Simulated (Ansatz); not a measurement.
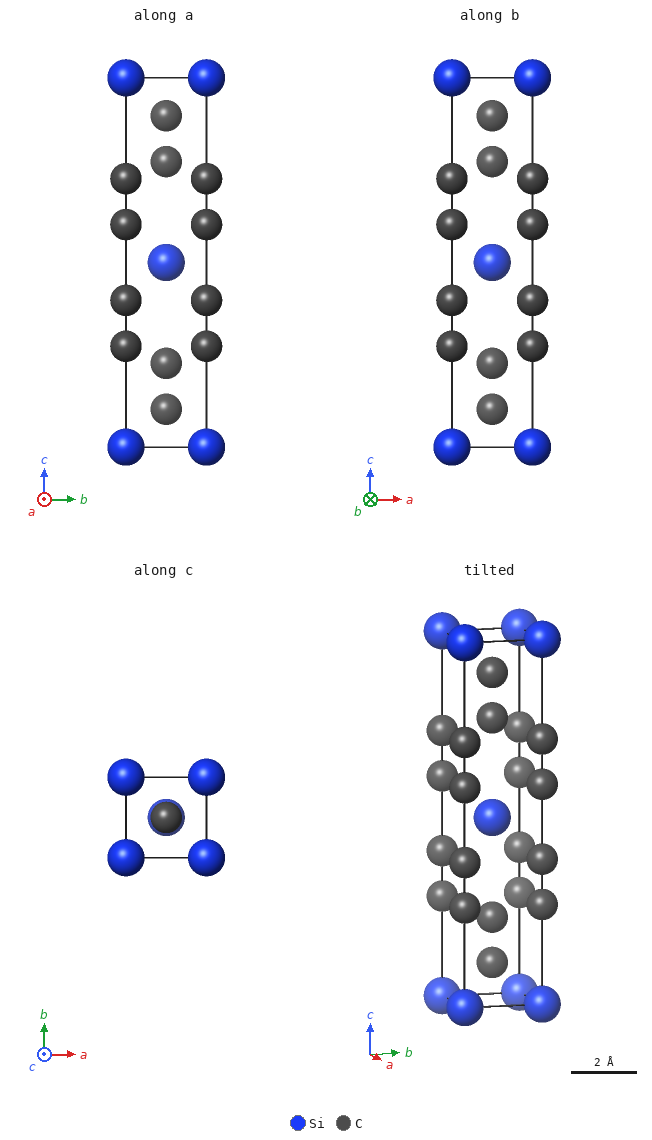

A spheres-only rendering, viewed along the a axis, along the b axis, along the c axis and slightly off an axis. The wireframe shows the conventional unit cell.

Lattice parameters: a = 2.513 Å, b = 2.513 Å, c = 11.519 Å, α = 90.00°, β = 90.00°, γ = 90.00°.

> Reconstruct the structure as a table of Wyckoff sites, with free fractional coordinates to two decimals.

Space group I4/mmm (No. 139).
```tsv
atom	site	x	y	z
Si	2a	0.00	0.00	0.00
C	4e	0.50	0.50	0.10
C	4e	0.00	0.00	0.27
```

The initial geometry was a structure type filled with these elements by a generator (whether the compound takes this form wasn't checked). The geometry was optimised with Ansatz, DFT PBE, scalar-relativistic, plane waves, PAW.
